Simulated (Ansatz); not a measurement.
# SiH2Br (SMILES [SiH2]Br) at UCCSDT(Q)/B/STO-3G (sfX2C, density fitting with def2-universal-jkfit, cc-pVDZ-rifit for correlation, accuracy low)

What is the energy change on altering one bond length of SiH2Br at UCCSDT(Q)/B/STO-3G (sfX2C, density fitting with def2-universal-jkfit, cc-pVDZ-rifit for correlation, accuracy low)? 

The results are computed with Ansatz 0.2.0.

2 further runs of the same task are left out: 2 set aside as unsound or not needed.

### Step 1. The structure to begin with

SiH2Br: 4 atoms, total charge 0, spin state doublet. As SMILES, `[SiH2]Br`. Geometry: a rough force-field guess.

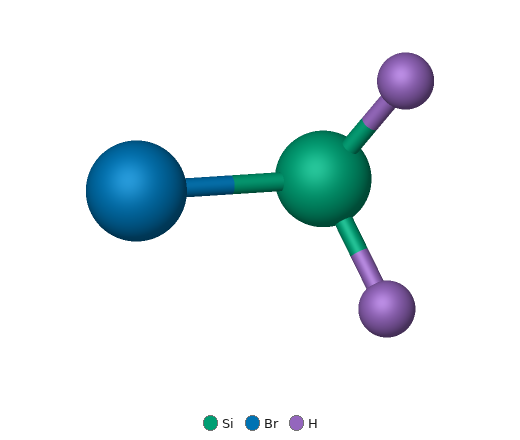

Viewed from a chosen angle; silicon teal, bromine blue, hydrogen purple.

### Step 2. Energy and gradient at UCCSDT(Q)/B/STO-3G (sfX2C, density fitting with def2-universal-jkfit, cc-pVDZ-rifit for correlation, accuracy low)

File molecule.yaml:

```yaml
crystal:
  periodic: [false, false, false]
  atoms:
    - {symbol: Si, position_ang: [-0.073600, -0.281100, -0.397000]}
    - {symbol: Br, position_ang: [1.693000, -0.326100, 0.851700]}
    - {symbol: H, position_ang: [-1.325900, -0.624800, 0.403000]}
    - {symbol: H, position_ang: [-0.238000, 1.171700, -0.878000]}
basis:
  gaussian:
    orbitals: STO-3G
    fitting:
      mean_field: def2-universal-jkfit
      correlation: cc-pVDZ-rifit.json
magnetization:
  spin_polarized: true
  initial_magnetization: 1
hamiltonian:
  pseudopotentials:
    relativity: scalar
correlation:
  method: ccsdt_q_b
  frozen_orbitals: {Br: 9, H: 0, Si: 5}
accuracy: low
output:
  forces: true
  orbitals: {seedname: orbitals}
```

Started as:

```console
$ ansatz run molecule.yaml --threads 1 --pin off --max-ram 2610MiB --events-out events.jsonl --progress --plain --runs-dir runs
```

The log of the run, cut to the lines that bear on the results:

```text
Warning: RAYON_NUM_THREADS=1 ignored (pool sized by the plan → 1); use --threads N
Functional definition: HF
  name "HF"
[...]
430 factors; integrals over basis functions are off by at most 1.8e-2 eV
218 factors; integrals over basis functions are off by at most 3.5e1 eV
[...]
mean field -77723.66450686 eV, -2856.2919876352 hartree, gradient 2.4e-6 eV, S^2 0.751368; 0 other end points of the search recorded, 0 dependent functions left out
14 core orbitals not correlated: weight in the atoms' cores, before any rotation towards them, 1.000 or more for the frozen orbitals, at most 0.000 for the correlated occupied ones
reference -77723.66450686 eV, -2856.2919876352 hartree; 12, 11 occupied and 3, 4 virtual orbitals, 218 factors
second order -0.99129928 eV of doubles, -0.00000000 eV of singles
cycle   1  -1.28657913 eV  change   -3.0e-1 eV  update   5.4e-2
[...]
cycle  12  -1.49789592 eV  change    1.3e-6 eV  update   1.8e-6
perturbative correction 0.00006248 eV, 0.0000022962 hartree
[...]
Total energy: -77725.16234031 eV, -2856.3470319990 hartree
Relativity: scalar
Atom 0 at    -0.073600    -0.281100    -0.397000 Å, force    -2.550779     1.353140    -0.916597 eV/Å
Atom 1 at     1.693000    -0.326100     0.851700 Å, force     1.155343    -0.084808     0.983041 eV/Å
Atom 2 at    -1.325900    -0.624800     0.403000 Å, force     1.249457     0.301538    -0.574008 eV/Å
Atom 3 at    -0.238000     1.171700    -0.878000 Å, force     0.145979    -1.569870     0.507564 eV/Å
Dipole moment:    -0.293937    -0.078793    -0.292962 e Å
```

It took 22 s on 1 thread of Intel Xeon 6975P-C (Granite Rapids), shared host; peak memory 0.93 GiB.

### Step 3. The distorted shape, same level

Changes to molecule.yaml since step 2:

```diff
@@ -3,5 +3,5 @@
   atoms:
-    - {symbol: Si, position_ang: [-0.073600, -0.281100, -0.397000]}
-    - {symbol: Br, position_ang: [1.693000, -0.326100, 0.851700]}
-    - {symbol: H, position_ang: [-1.325900, -0.624800, 0.403000]}
+    - {symbol: Si, position_ang: [-0.007843, -0.862196, -0.204608]}
+    - {symbol: Br, position_ang: [1.758757, -0.907196, 1.044092]}
+    - {symbol: H, position_ang: [-1.260143, -1.205896, 0.595392]}
     - {symbol: H, position_ang: [-0.238000, 1.171700, -0.878000]}
```

Started as:

```console
$ ansatz run molecule.yaml --threads 1 --pin off --max-ram 2610MiB --events-out events.jsonl --progress --plain --runs-dir runs
```

The log of the run, cut to the lines that bear on the results:

```text
Warning: RAYON_NUM_THREADS=1 ignored (pool sized by the plan → 1); use --threads N
[... 2 set-up lines as earlier in the session ...]
[...]
430 factors; integrals over basis functions are off by at most 1.8e-2 eV
218 factors; integrals over basis functions are off by at most 3.5e1 eV
[...]
mean field -77720.94907719 eV, -2856.1921974355 hartree, gradient 3.2e-6 eV, S^2 1.028488; 3 other end points of the search recorded, 0 dependent functions left out
determinant -77720.94907719 eV, -2856.1921974355 hartree, with singles and doubles -77722.73998831 eV, -2856.2580122052 hartree
determinant -77720.50379433 eV, -2856.1758335920 hartree, with singles and doubles -77722.67281549 eV, -2856.2555436495 hartree
determinant -77718.30360231 eV, -2856.0949780267 hartree, with singles and doubles -77719.72354417 eV, -2856.1471599276 hartree
[...]
14 core orbitals not correlated: weight in the atoms' cores, before any rotation towards them, 1.000 or more for the frozen orbitals, at most 0.000 for the correlated occupied ones
reference -77720.94907719 eV, -2856.1921974355 hartree; 12, 11 occupied and 3, 4 virtual orbitals, 218 factors
second order -0.88036539 eV of doubles, -0.00000000 eV of singles
cycle   1  -1.16089467 eV  change   -2.8e-1 eV  update   7.0e-2
[...]
cycle  20  -1.89048344 eV  change    5.3e-7 eV  update   6.4e-7
perturbative correction -0.00079191 eV, -0.0000291020 hartree
[...]
Total energy: -77722.84035254 eV, -2856.2617005226 hartree
Relativity: scalar
Atom 0 at    -0.007843    -0.862196    -0.204608 Å, force    -2.578360     3.438783    -2.039379 eV/Å
Atom 1 at     1.758757    -0.907196     1.044092 Å, force     1.072105    -0.109603     1.102173 eV/Å
Atom 2 at    -1.260143    -1.205896     0.595392 Å, force     1.123971     0.224660    -0.243696 eV/Å
Atom 3 at    -0.238000     1.171700    -0.878000 Å, force     0.382285    -3.553841     1.180903 eV/Å
Dipole moment:    -0.277893    -0.129089    -0.218749 e Å
```

It took 23 s on 1 thread of Intel Xeon 6975P-C (Granite Rapids), shared host; peak memory 0.93 GiB.

### Step 4. What came out

At UCCSDT(Q)/B/STO-3G (sfX2C, density fitting with def2-universal-jkfit, cc-pVDZ-rifit for correlation, accuracy low), 14 core orbitals frozen:

```
                                                                   quantity           value
                                                  first shape: total energy  -2856.34703 Eh
                            first shape: dipole moment (correlated density)          2.03 D
    first shape: HOMO energy (Hartree–Fock orbitals) (highest over α and β)        -6.86 eV
     first shape: LUMO energy (Hartree–Fock orbitals) (lowest over α and β)         4.91 eV
                  first shape: correlation energy (14 core orbitals frozen)       -55.0 mEh
                             first shape: ⟨S²⟩ of the reference determinant           0.751
                                                 first shape: T1 diagnostic           0.006
                                      first shape: largest force on an atom      3.029 eV/Å
                                              distorted shape: total energy  -2856.26170 Eh
                        distorted shape: dipole moment (correlated density)          1.81 D
distorted shape: HOMO energy (Hartree–Fock orbitals) (highest over α and β)        -6.70 eV
 distorted shape: LUMO energy (Hartree–Fock orbitals) (lowest over α and β)         4.76 eV
              distorted shape: correlation energy (14 core orbitals frozen)       -69.5 mEh
                         distorted shape: ⟨S²⟩ of the reference determinant           1.028
                                             distorted shape: T1 diagnostic           0.046
                                  distorted shape: largest force on an atom      4.757 eV/Å
         energy change with the Si1–H4 bond stretched from 1.539 to 2.155 Å        2.322 eV
```

In words: With the Si1–H4 bond stretched from 1.539 to 2.155 Å the energy rises by 2.32 eV (224 kJ/mol). The first shape isn't relaxed at this level, so the change isn't measured from a minimum. The minimal basis adds a large error of its own. The largest force (first shape) is 3.03 eV/Å: the shape isn't a stationary point for this species at this level. Mulliken charges (first shape) run from -0.23 on Br2 to +0.48 on Si1; they depend strongly on the basis. The accuracy setting (first shape) is loose, so the last digits carry no meaning. The basis (first shape) was contracted for non-relativistic atoms, which limits what the relativistic Hamiltonian can do in the core. ⟨S²⟩ (distorted shape) is 1.03 where a pure doublet has 0.75: the reference is spin-contaminated.
